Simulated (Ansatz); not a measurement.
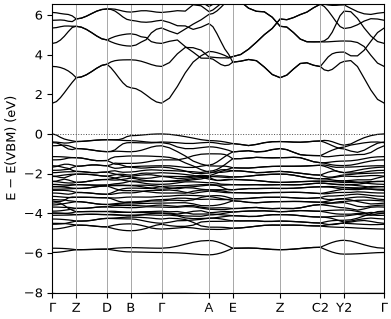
*Band structure from r²SCAN+D4 (plane waves, PAW; program Ansatz)*

**Question.** Read off the gap and where the band edges lie.

**Answer.** About 1.6 eV (1.55 eV by a search for the band edges); maximum at Γ, minimum at Γ.

The material is Ag₂H₂IOF in space group P2_1 (No. 4; Pearson symbol mP14).

The workflow started from a Materials Project entry (that database holds measured and hypothetical structures alike); the Crystallography Open Database copy checked does not list it. Whether it is the stable phase at ambient conditions was not checked. Symmetry was held in the r²SCAN+D4 relaxation; its stability against distortions is not shown here. No spin polarisation was allowed. Spin–orbit coupling is left out wherever it is not named.

Potentials: the later of the program's two PAW sets.
